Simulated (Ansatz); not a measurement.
The calculation's input:

```
crystal:
  periodic: [false, false, false]
  atoms:
    - symbol: C
      position_ang: [0.641731, 0.555878, 0.836667]
    - symbol: B
      position_ang: [0.911301, 0.332501, -0.704386]
    - symbol: F
      position_ang: [1.187067, 1.452304, -1.394103]
    - symbol: Na
      position_ang: [0.770893, -1.873214, -1.943585]
    - symbol: H
      position_ang: [1.011580, -0.274132, 1.457433]
    - symbol: H
      position_ang: [1.026330, 1.517994, 1.220686]
    - symbol: H
      position_ang: [-0.459524, 0.557869, 0.955281]
basis:
  gaussian:
    orbitals: def2-TZVPD
total_charge: 0
hamiltonian:
  xc: {name: PBE0}
output:
  forces: true
  orbitals: {seedname: orbitals}
```

Command:

```sh
ansatz run input.yaml --threads 1 --pin off --max-ram 2610MiB --events-out events.jsonl --progress --plain --runs-dir runs
```

Geometry: PBE0-D3(BJ)/def2-SVP.

Theory: Ansatz 0.2.0, isolated molecule in a Gaussian basis; Kohn-Sham density functional theory, functional PBE0.

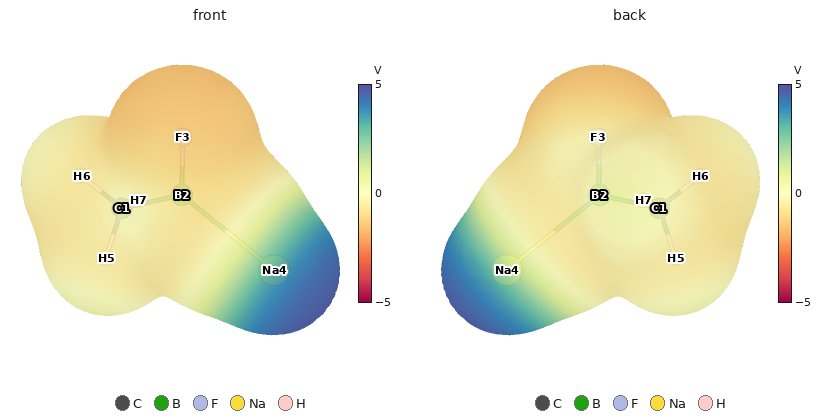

CH3BFNa (SMILES C[B](F)[Na]). The molecular electrostatic potential painted on the density surface at 0.002 e/bohr³, seen from the front and from behind; red is negative and blue positive.

Describe the electrostatic potential map.

Answer. The most negative region (about −1.5 V, or −35 kcal/mol for a unit charge) lies over F3, the most positive (about +4.7 V, or +108 kcal/mol for a unit charge) over Na4.

How polar is the molecule by this calculation?

Answer. Its dipole moment is 5.36 D.
